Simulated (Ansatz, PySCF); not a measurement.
Breaking the Si2–H4 bond in Cl2H2Si (SMILES Cl[SiH2]Cl) (multiplicity 1 held, fragments rigid). Energies count from the point at 1.470 Å.
Geometry at that point (charge 0, multiplicity 1):
```tsv
atom	x (Å)	y (Å)	z (Å)
Cl	-1.6761	0.4337	-0.0037
Si	-0.0115	-0.7660	0.0237
Cl	1.6883	0.3828	-0.0216
H	-0.0165	-1.5412	1.2727
H	-0.0307	-1.6168	-1.1749
```

Restricted levels (R-, RO-) in cc, def2 and unpolarised 6-31G sets keep to the state of the molecule at rest. Active spaces are followed from a long bond inwards. Curves can end on different states.

Correlated levels freeze the cores. Rows in 3-21G carry no dispersion term and start afresh at each structure.

The values were computed with Ansatz (Gaussian basis) for Hartree–Fock, density functionals and correlated methods; PySCF for 3-21G rows. Values without a source in brackets are computed.

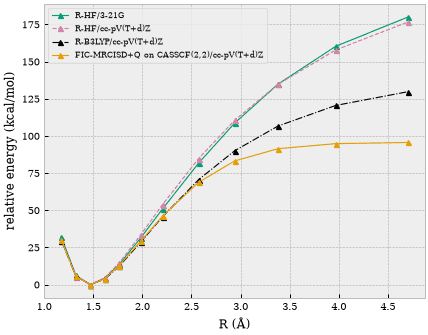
Figure: Relative energy along the coordinate

**Question.** Read off the FIC-MRCISD+Q on CASSCF(2,2)/cc-pV(T+d)Z curve at R = 3.969.

**Answer.** about 95 kcal/mol

Doubts at one or more of the structures used: a restricted determinant that unrestricted orbitals would lower (R-HF/3-21G, R-HF/cc-pV(T+d)Z, R-B3LYP/cc-pV(T+d)Z).

Ansatz is a quantum-chemistry and plane-wave program.
